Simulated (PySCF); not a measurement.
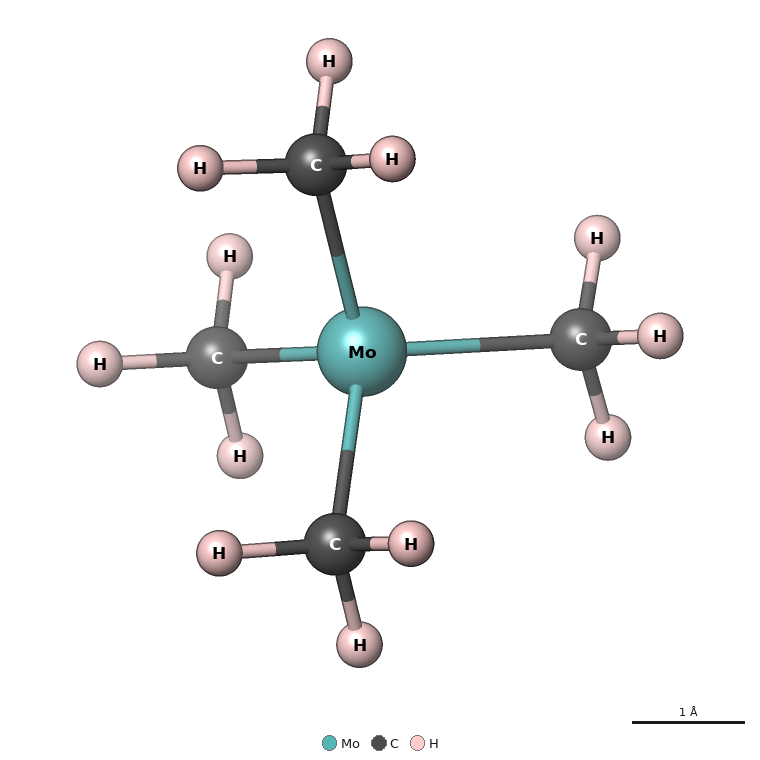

Depth is shown by fading: the farther an atom, the more it takes the colour of the background. State: neutral, triplet. The geometry was computed by an optimisation with PBE0-D3(BJ)/def2-SVP. No frequency run is at hand to confirm it as a minimum. Other spin states may lie lower. Masses are those of the most abundant isotopes; constants are for the rigid equilibrium geometry.

**What kind of rotor is it, and what are its rotational constants in GHz?**

A spherical top (Td): A = B = C = 2.56 GHz.
